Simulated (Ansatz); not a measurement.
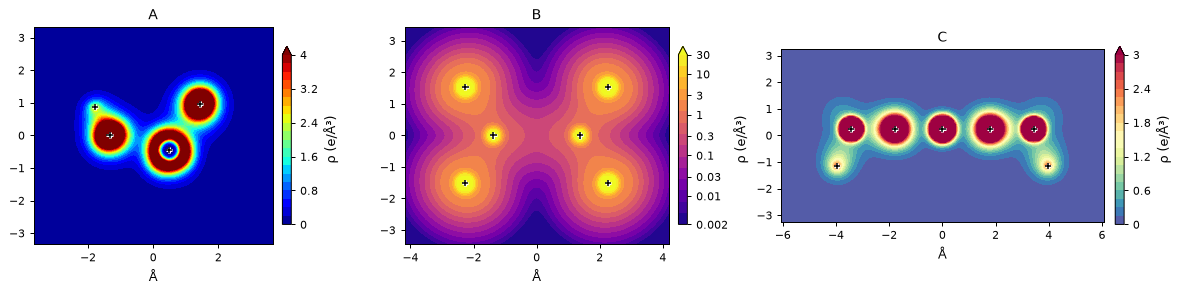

The electron density of 3 systems, each on a plane through atoms (crosses mark nuclei in the plane).

Method: isolated molecule in a Gaussian basis; Kohn-Sham density functional theory, functional PBE0 in Ansatz 0.2.0.

System 1: B$_{2}$Cl$_{6}$ (SMILES Cl[B-]1(Cl)[Cl+][B-](Cl)(Cl)[Cl+]1), the plane of atoms Cl6, B2 and Cl7. Geometry: PBE0-D4/def2-SVP.

```json
{"atom": "B", "x (Å)": "0.6469", "y (Å)": "-1.0893", "z (Å)": "0.5202"}
{"atom": "B", "x (Å)": "-0.6466", "y (Å)": "1.0898", "z (Å)": "-0.5196"}
{"atom": "Cl", "x (Å)": "1.7015", "y (Å)": "-0.9219", "z (Å)": "1.9254"}
{"atom": "Cl", "x (Å)": "0.4328", "y (Å)": "-2.6808", "z (Å)": "-0.2119"}
{"atom": "Cl", "x (Å)": "1.1188", "y (Å)": "0.2520", "z (Å)": "-0.8638"}
{"atom": "Cl", "x (Å)": "-0.4406", "y (Å)": "2.6864", "z (Å)": "0.2036"}
{"atom": "Cl", "x (Å)": "-1.6986", "y (Å)": "0.9095", "z (Å)": "-1.9252"}
{"atom": "Cl", "x (Å)": "-1.1142", "y (Å)": "-0.2457", "z (Å)": "0.8713"}
```

System 2: H$_{6}$MgO$_{2}$Si$_{2}$, the plane of atoms O2, Si4 and H8. Geometry: PBE0-D4/def2-SVP.

```yaml
atoms:
  - { symbol: Mg, position_ang: [0.0058, -0.0058, 0.0024] }
  - { symbol: O, position_ang: [-0.2983, 1.1664, 1.3237] }
  - { symbol: O, position_ang: [0.3100, -1.1784, -1.3186] }
  - { symbol: Si, position_ang: [-0.5764, 2.2386, 2.5303] }
  - { symbol: Si, position_ang: [0.5883, -2.2490, -2.5266] }
  - { symbol: H, position_ang: [0.0106, 1.7638, 3.8258] }
  - { symbol: H, position_ang: [0.0288, 3.5750, 2.2206] }
  - { symbol: H, position_ang: [-2.0458, 2.4452, 2.7463] }
  - { symbol: H, position_ang: [1.3736, -3.4290, -2.0374] }
  - { symbol: H, position_ang: [-0.6963, -2.7654, -3.1024] }
  - { symbol: H, position_ang: [1.3651, -1.6188, -3.6436] }
```

System 3: H$_{3}$NbO$_{4}$, the plane of atoms Nb1, O3 and H6. Geometry: PBE0-D4/def2-SVP; core potentials replace the inner electrons of Nb.

```xyz
8

Nb   -0.0495    0.0029    0.0305
O    -1.4810    0.2376    0.9114
O     1.4297    0.3379    1.1682
O    -0.0304    1.2045   -1.4358
O    -0.0018   -1.7873   -0.5920
H     1.4912    0.5987    2.0913
H    -0.6541    1.8721   -1.7347
H    -0.6120   -2.5236   -0.4947
```

Which map belongs to which system?

Panel A is system 3, H$_{3}$NbO$_{4}$: the plane holds Nb, O and H. Nb–O (1.70 Å): ρ at the midpoint is about 1.8 e/Å³. Panel B is system 1, B$_{2}$Cl$_{6}$: the plane holds B and Cl. B–Cl (1.76 Å): ρ is about 1.3 e/Å³ halfway. Panel C is system 2, H$_{6}$MgO$_{2}$Si$_{2}$: the plane holds Mg, O, Si and H. Si–O (1.64 Å): ρ at the midpoint is about 1.2 e/Å³.
